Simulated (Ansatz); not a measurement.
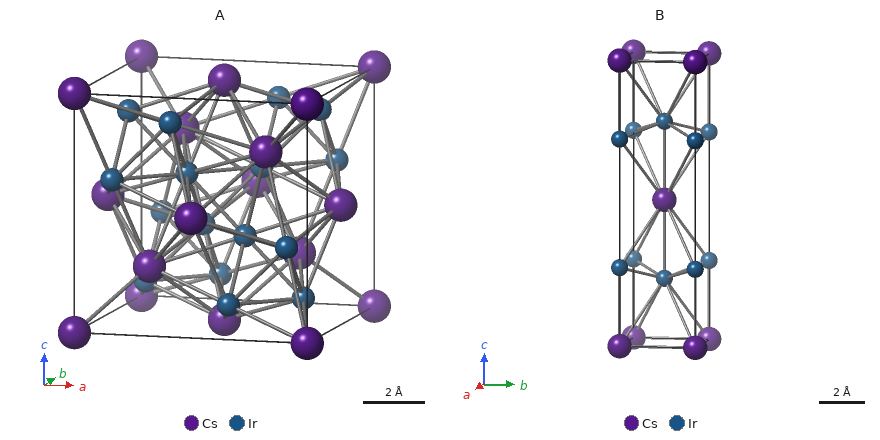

Two structures of CsIr₂, each relaxed to rest (conventional cells in solid outline, small ones repeated, not to one scale). Method: Ansatz, DFT PBE, scalar-relativistic, plane waves, PAW, without spin polarisation.

What structure does each panel show?

Answer. A: cubic Laves phase (C15, MgCu₂ type), Fd-3m. B: 6 atoms a cell on a body-centred tetragonal lattice, I4/mmm.

Which structure is more stable?

Answer. B is lower, by 413 meV/atom at this level of theory (energies at zero smearing). Volumes: A 21.4, B 26.0 Å³/atom.

One or both may be structure types tried for this composition rather than known phases.
